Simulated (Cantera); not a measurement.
Charge: 1 mol SiCl4, 2.2 mol Cl2, 20 mol H2, held at 10000 Pa.

Method: chemical equilibrium by Gibbs-energy minimisation in Cantera with the NASA 1993 tables (ideal gas, pure condensed phases). Candidate condensed phases: Si; 19 gas species. The tables' values for SiCl3, SiCl are old estimates; treat these amounts as uncertain. Kinetics and transport are ignored.

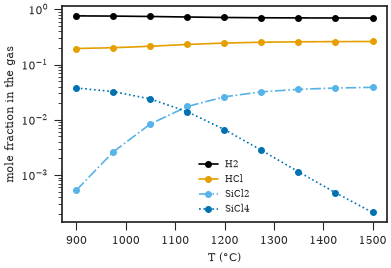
*Equilibrium gas composition (values under 1e-9 drawn at 1e-9)*

From 900 °C to 1500 °C nothing is condensed. The main Si-bearing gas is SiCl4 at 900 °C and SiCl2 at 1500 °C.
